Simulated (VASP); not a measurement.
Band structure of KZnF$_{3}$ (cubic perovskite). Calculation: LDA (Ceperley-Alder, Perdew-Zunger), VASP's LDA PAW potentials (set 64) (plane waves; VASP).

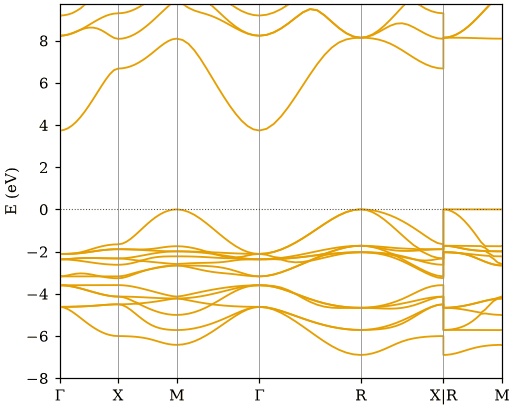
Figure: Bands along high-symmetry lines, zero at the valence-band maximum or, without a gap, the Fermi level

Q: Read the plot: is there a gap, and where are the band edges?

A: The gap is indirect, 3.74 eV, from the valence maximum at R to the conduction minimum at Γ. (Edges off the drawn lines would not show.)

The compound is KZnF3 in the cubic perovskite structure. It was relaxed first, which changed the volume by -5 %.
